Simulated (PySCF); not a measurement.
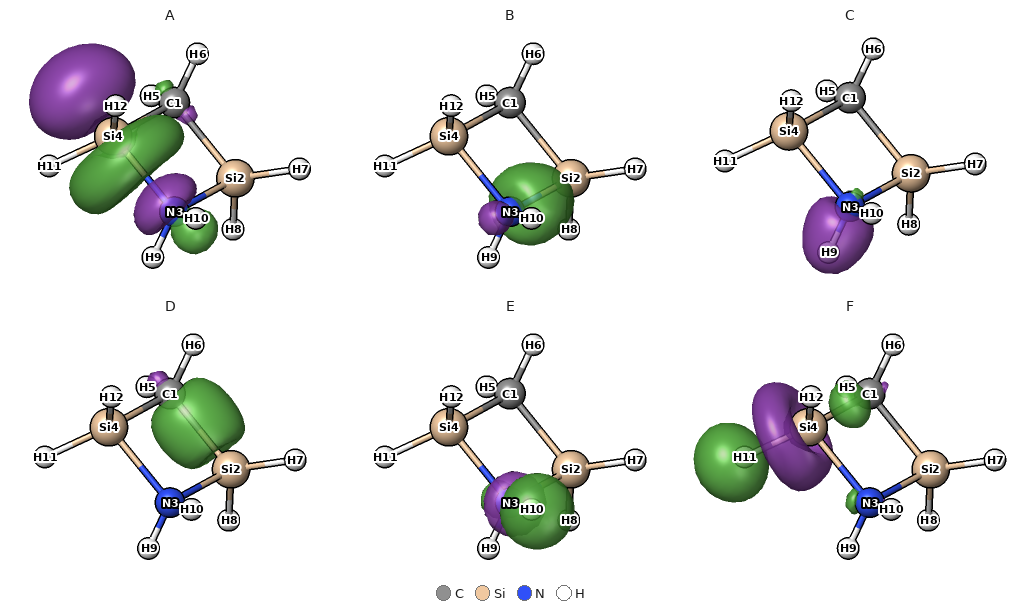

*CH$_{8}$NSi$_{2}$, charge +1, SMILES `C1[SiH2][NH2+][SiH2]1`. Intrinsic bond orbitals (IBO), occupied and valence-virtual; each surface holds about 70 % of the orbital's density. Energies are diagonal elements of the Fock matrix.*

Method: B3LYP/cc-pVTZ; geometry: GFN2-xTB; program: PySCF. No frequency check shows the geometry to be a minimum.

Q: What does each orbital represent in a Lewis picture?

A: By panel:
- A: σ* orbital Si4–N3, mostly on Si4 (Si4 79 %, N3 20 %; −2.9 eV)
- B: σ bond N3–Si2 (N3 78 %, Si2 21 %; −18.8 eV)
- C: σ bond N3–H9 (N3 65 %, H9 34 %; −23.1 eV)
- D: σ bond C1–Si2 (C1 62 %, Si2 36 %; −16.8 eV)
- E: σ* orbital H10–N3, mostly on H10 (H10 66 %, N3 34 %; 1.8 eV)
- F: σ* orbital Si4–H11 (Si4 52 %, H11 45 %; 0.8 eV)
